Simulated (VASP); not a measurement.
Band structure of PdIn (CsCl type). Computed with r2SCAN+rVV10, VASP's PBE PAW potentials (set 64) (plane waves; VASP).

Unless said otherwise, spin-orbit coupling is left out, though it shifts the bands of the heavy elements here.

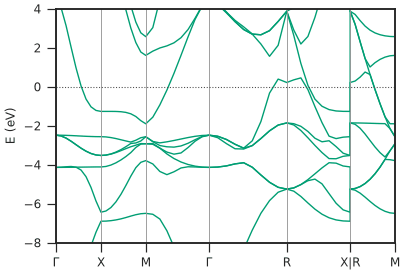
*Bands along high-symmetry lines, zero at the valence-band maximum or, without a gap, the Fermi level*

### Question
Read the plot: is there a gap, and where are the band edges?

### Answer
It has no gap at this level: it comes out as a metal or semimetal.

The compound is PdIn in the CsCl type structure. It was relaxed first. The electron count is odd and the run is not spin-polarised, which forces a metal.
